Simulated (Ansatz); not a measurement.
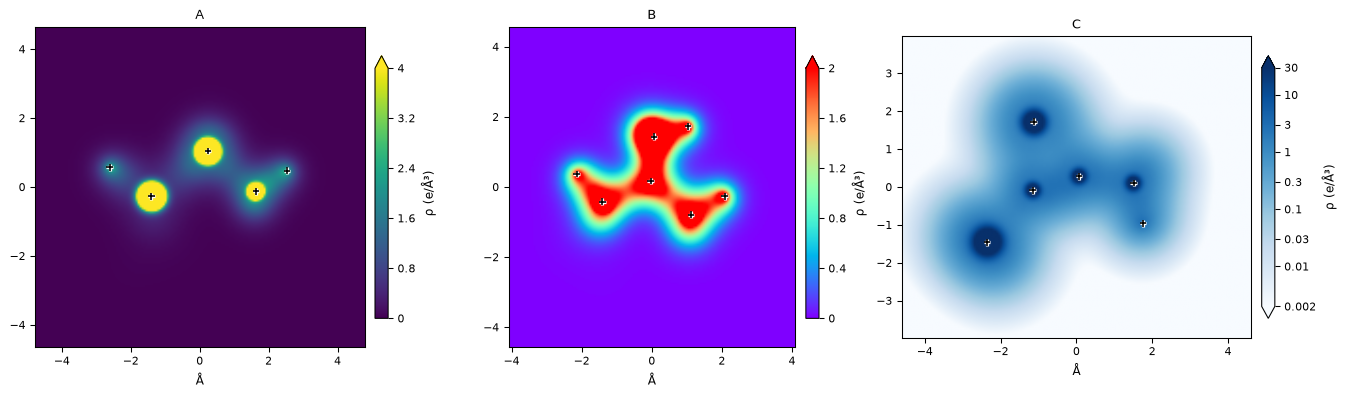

The electron density of 3 systems, each on a plane through atoms (crosses mark nuclei in the plane).

The calculation used RKS PBE0-D4/def2-TZVPP in Ansatz.

System 1: CH5FS2Si, the plane of atoms S2, Si3 and H9. Geometry: PBE0-D4/def2-TZVP.

```yaml
atoms:
  - { symbol: C, position_ang: [-1.2870, -0.0481, 1.2456] }
  - { symbol: S, position_ang: [0.0967, 1.1267, 1.1225] }
  - { symbol: Si, position_ang: [1.1963, 0.3007, -0.4647] }
  - { symbol: F, position_ang: [1.7461, -1.1676, -0.1484] }
  - { symbol: S, position_ang: [-0.0599, 0.1379, -2.1709] }
  - { symbol: H, position_ang: [-1.9708, 0.3641, 1.9864] }
  - { symbol: H, position_ang: [-1.8034, -0.1454, 0.2924] }
  - { symbol: H, position_ang: [-0.9350, -1.0213, 1.5831] }
  - { symbol: H, position_ang: [2.3719, 1.1714, -0.6683] }
  - { symbol: H, position_ang: [0.7281, -0.7697, -2.7745] }
```

System 2: C3H3BrS (SMILES CC1=C(Br)S1), the plane of atoms C2, C1 and H8. Geometry: PBE0-D4/def2-TZVP.

```xyz
8

C    -0.5069   -0.1528    1.0496
C     0.2634    0.1263   -0.1532
C     0.5370    0.0853   -1.3993
Br    0.0762   -0.4914   -3.0698
S     1.8335    1.0426   -0.5839
H     0.1044   -0.6972    1.7750
H    -0.8279    0.7805    1.5207
H    -1.3875   -0.7505    0.8050
```

System 3: C3H7NSe (SMILES CC(=N)C[SeH]), the plane of atoms C2, N3 and H9. Geometry: PBE0-D4/def2-TZVP.

```xyz
12

C    -1.2467    0.4064    0.1270
C     0.2327    0.5593    0.3113
N     0.8014    1.3688    1.1041
C     1.1141   -0.3192   -0.5220
Se    1.0286   -2.2096    0.0060
H    -1.5566   -0.6108    0.3804
H    -1.7985    1.1074    0.7537
H    -1.5216    0.5766   -0.9185
H     0.1112    1.9153    1.6196
H     0.8631   -0.2695   -1.5817
H     2.1519   -0.0236   -0.3817
H    -0.1027   -2.5562   -0.8642
```

### Which map belongs to which system?

Panel A is system 1, CH5FS2Si: the plane holds C, S, Si and H. C–S (1.82 Å): the density is about 1.2 e/Å³ at the midpoint. Panel B is system 3, C3H7NSe: the plane holds C, N and H. C–N (1.27 Å): ρ is about 2.9 e/Å³ halfway. Panel C is system 2, C3H3BrS: the plane holds C, Br, S and H. C–C (1.28 Å): ρ at the midpoint is about 2.5 e/Å³.
